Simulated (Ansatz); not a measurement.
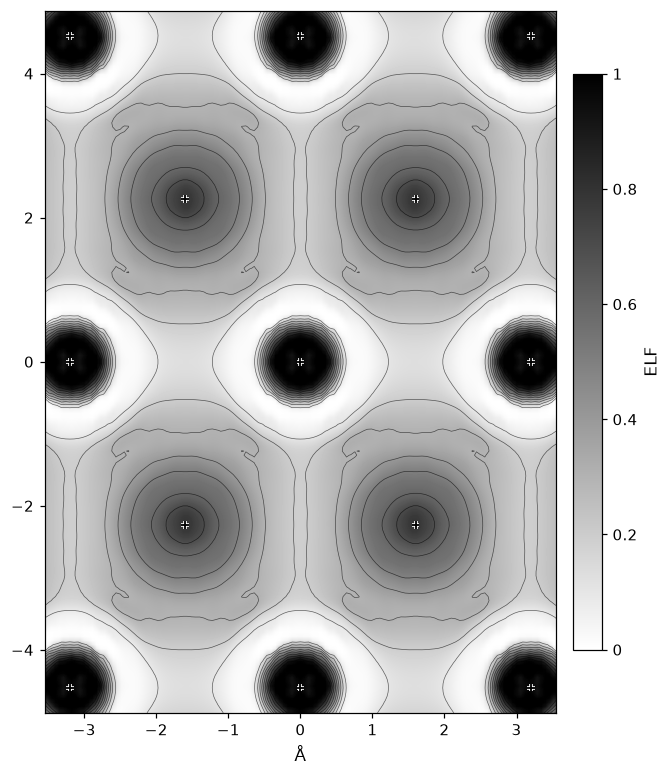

The ELF on a plane through atoms (crosses mark nuclei in the plane).

These are results of DFT PBE, scalar-relativistic, plane waves, PAW in Ansatz, not measurements.

Candidates:
A. Al₅As, a = 4.70 Å, b = 4.70 Å, c = 5.60 Å, α = 90.00°, β = 90.00°, γ = 120.00°. Space group P6/mmm; a structure generated by program, which may or may not match a known phase.
B. CaHf₃, a = 4.61 Å, b = 4.61 Å, c = 4.61 Å, α = 90.00°, β = 90.00°, γ = 90.00°. Space group Pm-3m; a structure generated by program, which may or may not match a known phase.
C. Li₃Au₅, a = 6.40 Å, b = 6.40 Å, c = 6.40 Å, α = 90.00°, β = 90.00°, γ = 90.00°. Space group Im-3m; a structure generated by program, which may or may not match a known phase.

Question: Which system is this?

Answer: Candidate C: Li₃Au₅ on the (110) plane of the conventional cell, which holds Li and Au. Li–Au (2.77 Å): the ELF is about 0.30 at the midpoint.
